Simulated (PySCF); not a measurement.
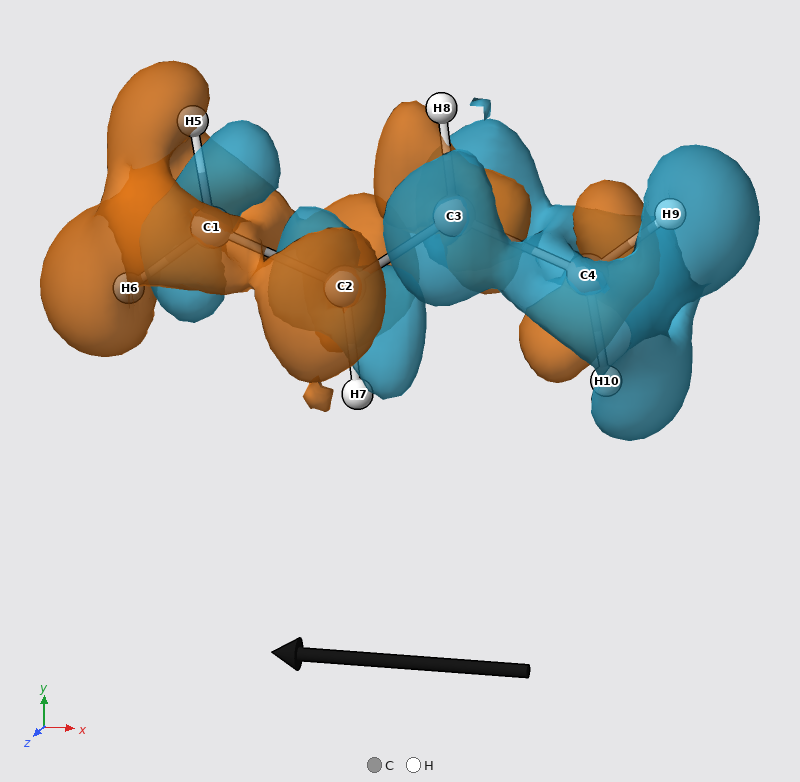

Figure. C$_{4}$H$_{6}$, triplet, SMILES `[CH2]C=C[CH2]`. Change of the electron density in a uniform field of 0.21 V/Å along −x (arrow), surfaces at ±0.002 e/Å³ (light blue: gain, orange: loss).

Method: CAM-B3LYP/def2-SVPD; geometry: GFN2-xTB; program: PySCF. No frequency check shows the geometry to be a minimum. The stability of the open-shell solution wasn't checked. GFN2-xTB doesn't know the spin state, so this open-shell geometry is rough.

The field was applied in both directions; the picture shows the one opposite to the script's first.

How large is the response?

Answer. The induced dipole is 0.86 D (along the field); α along this axis, from the fields in both directions, is 85 bohr³ (12.6 Å³).

The PySCF run took 55 s on 1 thread of Intel(R) Xeon(R) Platinum 8259CL CPU @ 2.50GHz (Skylake/Cascade Lake), with other jobs on the host, peak memory 0.66 GiB.
